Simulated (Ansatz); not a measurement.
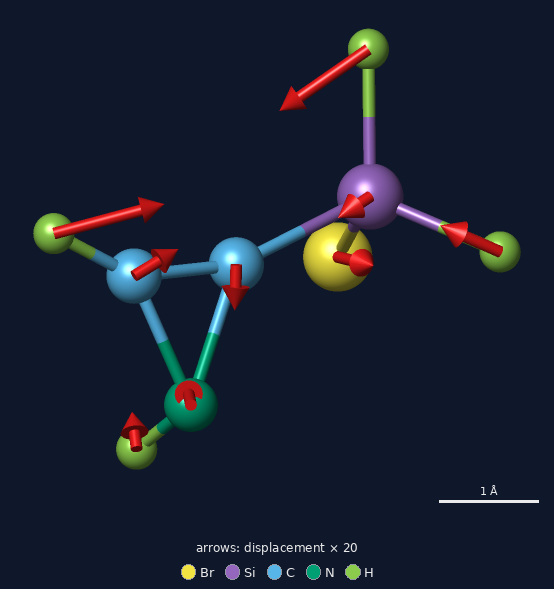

A relaxation of C$_{2}$H$_{4}$BrNSi. The starting structure is drawn; red arrows show the displacements, 20 times their true length. The two geometries are superimposed by the best rigid fit.

Style: ball-and-stick. Shown from a free direction.

The start comes from PBE-D4/def2-SVP.

All numbers below come from Ansatz 0.2.0, RKS PBE0-D4/def2-TZVP.

Input file:
```yaml
crystal:
  periodic: [false, false, false]
  atoms:
    - {symbol: Br, position_ang: [-2.652540, 0.978530, -0.637006]}
    - {symbol: Si, position_ang: [-0.969776, 0.724098, 0.836645]}
    - {symbol: C, position_ang: [0.353788, -0.243824, 0.024582]}
    - {symbol: C, position_ang: [1.211332, -1.183808, -0.263906]}
    - {symbol: N, position_ang: [1.456479, -0.025172, -1.104710]}
    - {symbol: H, position_ang: [-0.481627, 2.093584, 1.200360]}
    - {symbol: H, position_ang: [-1.478581, -0.018562, 2.035397]}
    - {symbol: H, position_ang: [1.661948, -2.168556, -0.088682]}
    - {symbol: H, position_ang: [0.987578, -0.202591, -2.019781]}
basis:
  gaussian: {orbitals: def2-TZVP}
hamiltonian: {xc: pbe0, dispersion: d4}
relax: {f_tol: 0.005, max_steps: 150}
```

Command:
```bash
ansatz run in.yaml --threads 4 --pin off --events-out ev --progress --plain --max-ram 10444MiB
```

> Atoms of which element are displaced furthest, and by how much?

Hydrogen: up to 0.058 Å, against 0.037 Å for bromine.

> Describe the change and its energy.

The largest move after the best rigid fit is that of H8, 0.058 Å. By element the largest moves are H 0.058 Å, Br 0.037 Å, N 0.033 Å, C 0.027 Å, Si 0.022 Å. Near-neighbour distances that change, for instance: C3–N5 1.593 → 1.555 Å, Br1–Si2 2.251 → 2.223 Å, C3–C4 1.305 → 1.281 Å, C4–H8 1.097 → 1.077 Å. Among the angles between lasting bonds that change: Si2–C3–C4 162.7° → 160.5°. Over 8 accepted moves (9 points after the start) the energy falls by 5.65 kJ/mol. The largest force component goes from 1.1 to 0.0029 eV/Å. The line search rejected the trial step at point 4 of the run. Cost: 44 s on 4 threads of Arm Neoverse V1 (shared host).
